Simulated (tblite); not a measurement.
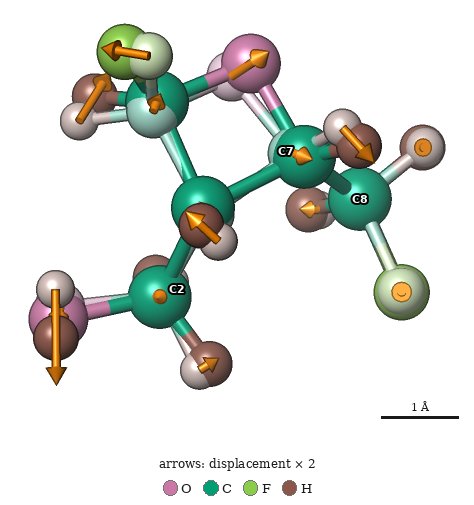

A relaxation of C5H8F2O2. The starting structure is drawn faded, the final one solid; orange arrows show the displacements, magnified 2 times. The two geometries are superimposed by the best rigid fit.

Style: ball-and-stick. Shown at a tilt.

These are results of GFN2-xTB geometry optimisation, gas phase (tblite 0.8.0), not measurements. 

**Which element moves most?**

Hydrogen: up to 0.64 Å, against 0.40 Å for oxygen.

**What happened in the run?**

The energy falls by 57.1 kJ/mol in 72 geometry steps. An H atom moves most after the best rigid fit: 0.64 Å. By element the largest moves are H 0.64 Å, O 0.40 Å, F 0.36 Å, C 0.17 Å. Near-neighbour distances that change, for instance: C–C 1.481 → 1.545 Å, C–O 1.384 → 1.435 Å, H–O 1.006 → 0.964 Å, C–C 1.486 → 1.523 Å. Among the angles between lasting bonds that change: F–C–H 114.8° → 106.5°, C–C–H 110.9° → 118.8°, O–C–H 111.0° → 104.9°. Groups turn about C–O by about 25°.
